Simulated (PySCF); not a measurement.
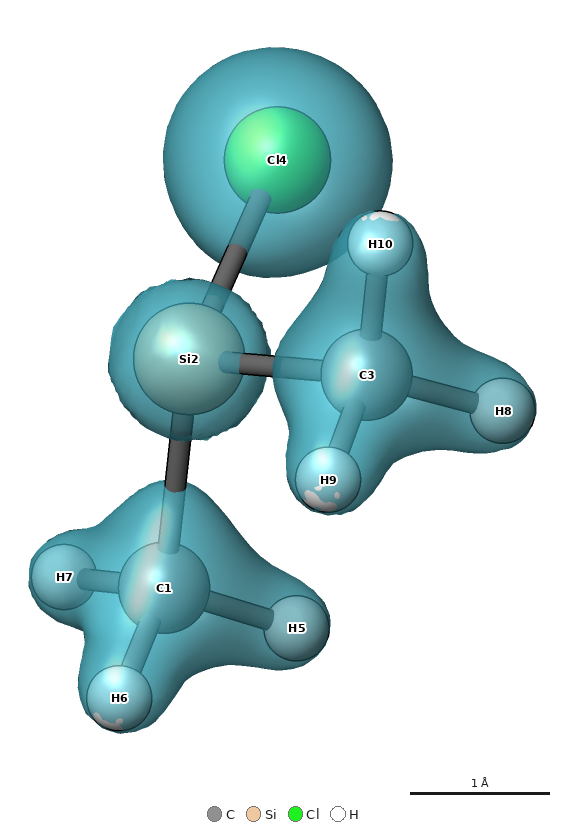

Figure 1: C2H6ClSi (SMILES C[Si](C)Cl) (doublet). Isosurface of the electron density at 1 e/Å³ (cyan), seen at an oblique angle.

Geometry: GFN2-xTB.

These are results of PySCF, UKS B3LYP, pcH-1 on C Cl H Si, non-relativistic, mean-field spin-orbit, GIAO, not measurements.

```xyz
10

C     1.6023   -0.0411   -0.0250
Si   -0.0846    0.4662   -0.7511
C    -1.5266   -0.4756    0.0643
Cl   -0.3562    2.4780   -0.4126
H     1.6289    0.1644    1.0442
H     1.7911   -1.1003   -0.1664
H     2.4167    0.5088   -0.4866
H    -1.5552   -0.2706    1.1339
H    -1.4244   -1.5477   -0.0692
H    -2.4831   -0.1774   -0.3540
```

**Which contacts does the surface bridge?**

At this value the surface falls into four separate pieces. It bridges the sampled C–H (1.09 Å) contacts, where the density stays above the isovalue. It is pinched off along the sampled C–Si (1.91 Å) and Si–Cl (2.06 Å) contacts. On the grid the lowest density along these lines, outside the cores, is 0.78 e/Å³ (C–Si, 1.91 Å), 0.64 e/Å³ (Si–Cl, 2.06 Å) and 1.9 e/Å³ (C–H, 1.09 Å).
